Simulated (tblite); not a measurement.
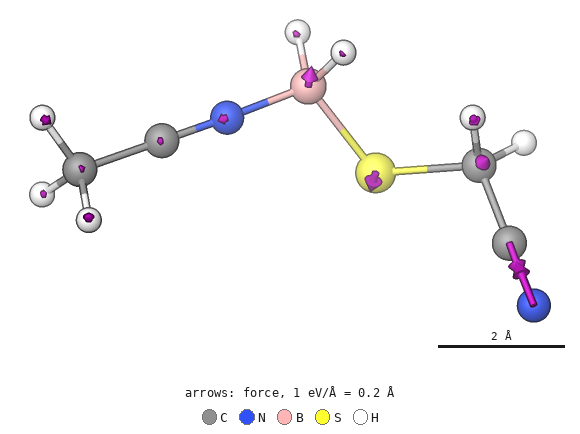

Starting geometry of C₄H₇BN₂S with the computed forces as purple arrows. Style: ball-and-stick. Shown at a tilt.

Method: tblite, GFN2-xTB geometry optimisation, gas phase. 

Is this structure relaxed? If not, where do the atoms go?

Answer. It isn't relaxed: the largest force vector, on an N atom, is 4.24 eV/Å. The final displacements have little in common with the starting forces (cosine between the two patterns 0.15). Over 159 geometry steps the energy falls by 0.778 eV. An N atom moves most after the best rigid fit: 3.27 Å. By element the largest moves are N 3.27 Å, C 2.04 Å, H 1.69 Å, S 0.92 Å, B 0.75 Å. Near-neighbour distances that change, for instance: B–S 1.855 → 1.924 Å, C–S 1.802 → 1.850 Å, C–C 1.468 → 1.421 Å, C–H 1.131 → 1.091 Å. Among the angles between lasting bonds that change: H–B–H 105.7° → 116.3°, B–S–C 110.6° → 101.6°, C–N–B 177.6° → 169.0°. Groups turn about C–S by about 60°, B–S by about 55°.
